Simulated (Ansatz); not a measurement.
## Phonon calculation, with input and output: C2H7FN2Si

C2H7FN2Si, SMILES CC1(F)N[SiH]1N, computed with RKS BLYP-D4/6-31G* (Ansatz 0.2.0).

It belongs to a series of runs on one base structure; here: vibrations at the highest image of the band. Figures and captions count atoms from 1; the log counts them from 0 in places.

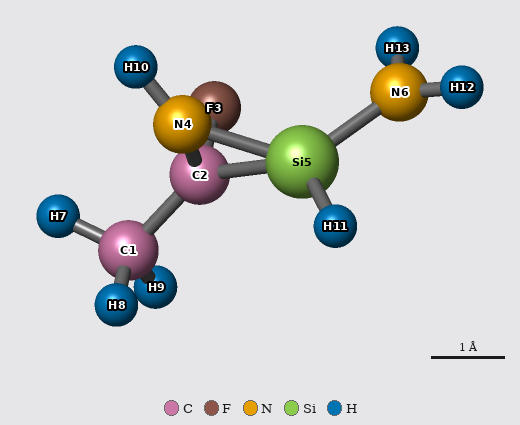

Figure 1. The structure as given in the input (ball-and-stick view, seen at a tilt; atoms are numbered from 1 in the order of the input).

## The input
```yaml
crystal:
  periodic: [false, false, false]
  atoms:
    - { symbol: C, position_ang: [0.550779, -1.8228, 0.857685] }
    - { symbol: C, position_ang: [0.386325, -0.420511, 0.312252] }
    - { symbol: F, position_ang: [1.0877, 0.472447, 1.221259] }
    - { symbol: "N", position_ang: [0.706775, -0.153194, -1.085527] }
    - { symbol: Si, position_ang: [-0.823913, 0.569451, -0.71575] }
    - { symbol: "N", position_ang: [-1.084327, 2.21114, -0.28104] }
    - { symbol: H, position_ang: [1.62105, -2.103293, 0.869564] }
    - { symbol: H, position_ang: [0.00734, -2.545357, 0.230418] }
    - { symbol: H, position_ang: [0.167581, -1.886107, 1.88861] }
    - { symbol: H, position_ang: [1.666351, -0.000709, -1.412156] }
    - { symbol: H, position_ang: [-1.986979, 0.14246, -1.54345] }
    - { symbol: H, position_ang: [-1.797113, 2.800925, -0.704461] }
    - { symbol: H, position_ang: [-0.481169, 2.700748, 0.377496] }
basis:
  gaussian: { orbitals: "6-31G*" }
hamiltonian:
  xc: blyp
  dispersion: d4
phonons: {}
```

Launch command:
```bash
ansatz run input.yaml --threads 2 --pin off --max-ram 3072MiB --backend cpu --events-out ev --progress --plain --runs-dir out
```

## What the program printed
```
Engine: ansatz 0.2.0, x86_64-unknown-linux-gnu
Functional definition: BLYP
  parameter beta = 0.0042
  parameter a = 0.04918
  parameter b = 0.132
  parameter c = 0.2533
  parameter d = 0.349
  exchange = b88_x(beta = beta)
  correlation = lyp_c(a = a, b = b, c = c, d = d)
1332 factors; their error is unknown
mean field evaluation 1: about -15741.3966 eV, gradient 9.3e1 eV
mean field evaluation 2: about -15695.2152 eV, gradient 1.6e2 eV
mean field evaluation 4: about -15758.7140 eV, gradient 1.6e1 eV
mean field evaluation 8: about -15759.2141 eV, gradient 1.8e-1 eV
mean field evaluation 16: about -15759.1129 eV, gradient 4.1e-3 eV
mean field -15759.11287343 eV, -579.1367161880 hartree, gradient 3.0e-5 eV, S^2 0.000000; 0 other end points of the search recorded, 0 dependent functions left out
the calculation of the forces begins
reference -15759.11318737 eV, -579.1367277251 hartree; 28, 28 occupied and 80, 80 virtual orbitals, 1332 factors
these checks for a lower state are left out or cut short: stability, starts, cluster_reference, orbital_swaps, neighbouring_geometries, increment
1332 factors; their error is unknown
mean field -15759.11270102 eV, -579.1367098524 hartree, gradient 1.5e-6 eV, S^2 0.000000; 0 other end points of the search recorded, 0 dependent functions left out
[... from here on the field's lines of each further geometry are left out, up to the last ...]
the calculation of the forces begins
reference -15759.11316213 eV, -579.1367267977 hartree; 28, 28 occupied and 80, 80 virtual orbitals, 1332 factors
these checks for a lower state are left out or cut short: stability, starts, cluster_reference, orbital_swaps, neighbouring_geometries, increment
1332 factors; their error is unknown
mean field -15759.11278261 eV, -579.1367128508 hartree, gradient 1.5e-6 eV, S^2 0.000000; 0 other end points of the search recorded, 0 dependent functions left out
the calculation of the forces begins
reference -15759.11309656 eV, -579.1367243882 hartree; 28, 28 occupied and 80, 80 virtual orbitals, 1332 factors
WARN: phonons: modes at or below zero, which the zero-point energy, F, S and C_V leave out: 1, the lowest at -133.86 cm⁻¹. A minimum has none, and a first-order saddle one
Total energy: -15759.72663104 eV, -579.1592713644 hartree
Atom 0 at     0.550779    -1.822800     0.857685 Å, force    -0.011563    -0.018619     0.022424 eV/Å
Atom 1 at     0.386325    -0.420511     0.312252 Å, force     0.042954     0.033602    -0.023124 eV/Å
Atom 2 at     1.087700     0.472447     1.221259 Å, force    -0.010844    -0.009315     0.007644 eV/Å
Atom 3 at     0.706775    -0.153194    -1.085527 Å, force    -0.012071     0.028399     0.007078 eV/Å
Atom 4 at    -0.823913     0.569451    -0.715750 Å, force     0.000098    -0.023678    -0.008513 eV/Å
Atom 5 at    -1.084327     2.211140    -0.281040 Å, force    -0.042846     0.014004     0.011303 eV/Å
Atom 6 at     1.621050    -2.103293     0.869564 Å, force    -0.001603     0.008377    -0.002512 eV/Å
Atom 7 at     0.007340    -2.545357     0.230418 Å, force    -0.003486     0.001291    -0.004397 eV/Å
Atom 8 at     0.167581    -1.886107     1.888610 Å, force    -0.001103    -0.007692     0.002302 eV/Å
Atom 9 at     1.666351    -0.000709    -1.412156 Å, force     0.004818    -0.020019    -0.012381 eV/Å
Atom 10 at    -1.986979     0.142460    -1.543450 Å, force     0.006966    -0.005252     0.005960 eV/Å
Atom 11 at    -1.797113     2.800925    -0.704461 Å, force     0.009281     0.006183    -0.012305 eV/Å
Atom 12 at    -0.481169     2.700748     0.377496 Å, force     0.019400    -0.007282     0.006521 eV/Å
Dipole moment:    -0.147736     0.254438    -0.158462 e Å
Vibrations: -133.86 110.70 171.45 222.11 277.14 307.16 343.02 361.89 400.51 478.13 577.95 616.81 671.39 764.52 777.14 874.80 883.89 949.01 1035.23 1080.77 1173.53 1243.40 1395.03 1472.78 1481.29 1552.89 2207.62 2956.66 3029.51 3062.57 3404.47 3490.32 3592.61 cm⁻¹, zero-point energy 2.539587 eV
```

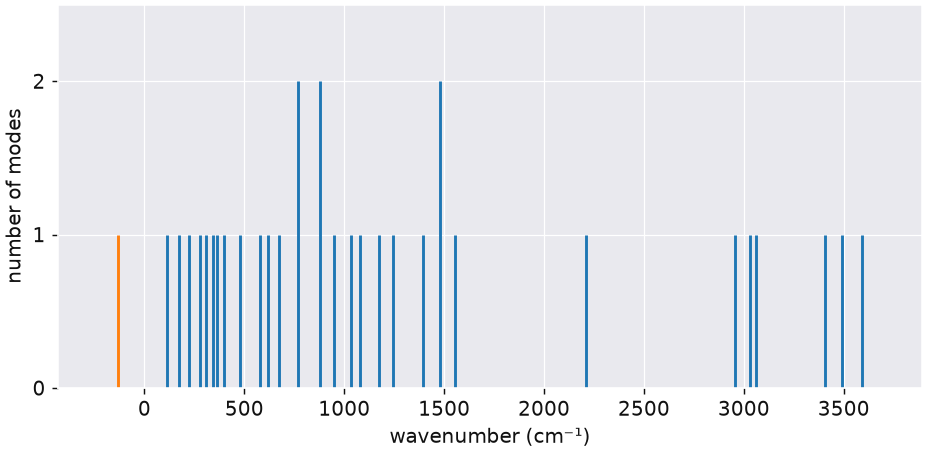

Figure 2. Harmonic vibrational wavenumbers from the force constants; neighbouring modes closer than 17 cm⁻¹ are counted in one stick, and imaginary ones are drawn at negative wavenumbers. 33 modes from 134i to 3593 cm⁻¹, 1 imaginary beyond 8i (134i cm⁻¹): a first-order saddle point, if the geometry is stationary.

## Results in brief

```json
{"quantity": "outcome", "value": "converged"}
{"quantity": "total energy", "value": "−15759.7266 eV"}
{"quantity": "mean-field energy", "value": "−15759.1132 eV"}
{"quantity": "largest force (length of the vector)", "value": "0.059 eV/Å"}
{"quantity": "hardware", "value": "2 threads of Intel Xeon @ 2.50GHz (Skylake/Cascade Lake), 128 GiB of memory available, shared host"}
{"quantity": "wall time", "value": "2.6 min (CPU time 5 min)"}
{"quantity": "peak memory", "value": "0.16 GiB"}
```
